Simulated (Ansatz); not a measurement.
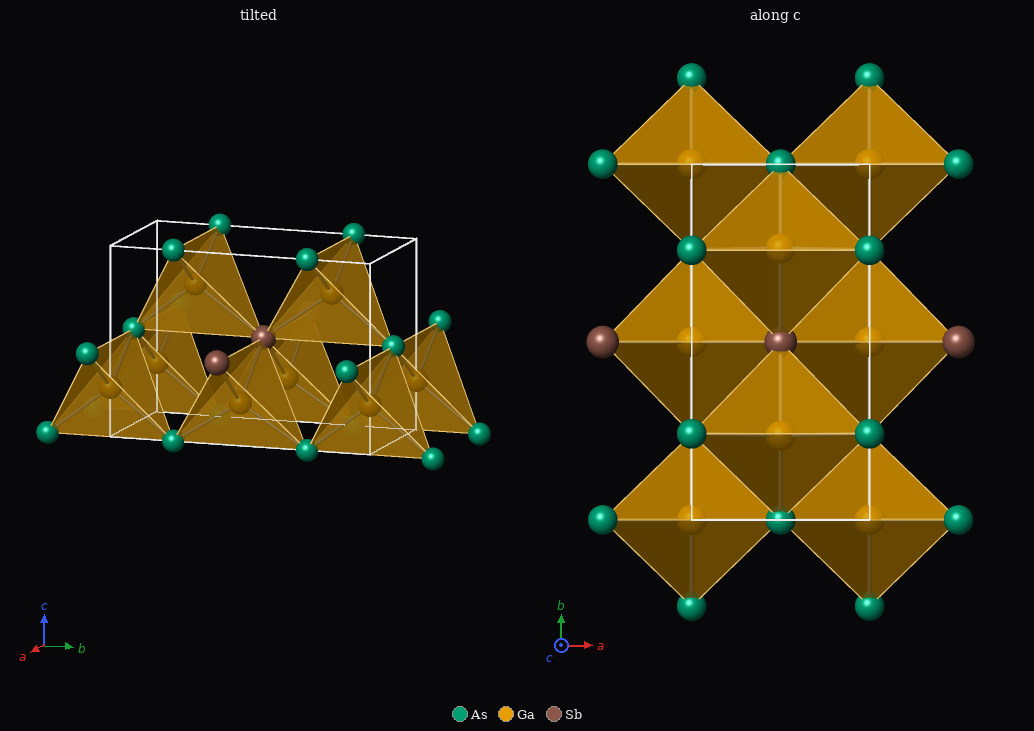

A polyhedral rendering, viewed slightly off an axis and along the c axis. The edges of the conventional unit cell are marked. Some atoms of the next cells are drawn as well.

Ga₄SbAs₃, space group Pmm2 (No. 25), a = 4.094 Å, b = 8.187 Å, c = 5.773 Å, α = 90.00°, β = 90.00°, γ = 90.00°. The model was built from a structure type filled with these elements by a generator (whether the compound takes this form wasn't checked). Earlier steps of the study, as a rule a relaxation of our own, may have changed the cell and positions, so they can lie some per cent off the listed ones. Ansatz was used for an electronic-structure calculation on it.

This one geometry was computed with Ansatz (DFT, plane waves, PAW) at three levels of theory: r2SCAN, HSE06 and PBE with spin-orbit coupling. It was relaxed beforehand with r2SCAN.

Which level gives the highest pressure at this volume, and what does that say about its equilibrium volume?

Answer. Highest: PBE with spin-orbit coupling (2.6 GPa), which points to the largest equilibrium volume. Lowest, with the smallest volume: r2SCAN (0.0 GPa). Levels within 0.5 GPa of each other can't be told apart.

How does the band gap change with the level of theory?

Answer. PBE with spin-orbit coupling: a gap of 0.05 eV, direct; r2SCAN: a gap of 0.48 eV, direct; HSE06: a gap of 0.87 eV, direct.

Collect the results in a table.

Answer.
| level | cutoff (eV) | k-mesh of the run's cell | gap (eV) | pressure (GPa) |
| --- | --- | --- | --- | --- |
| r2SCAN | 500 | 6×4×4 | 0.48 | 0.0 |
| HSE06 | 420 | 4×2×4 | 0.87 | 0.5 |
| PBE with spin-orbit coupling | 420 | 6×4×4 | 0.05 | 2.6 |

Gaps are taken on the k-mesh or band path of each run.
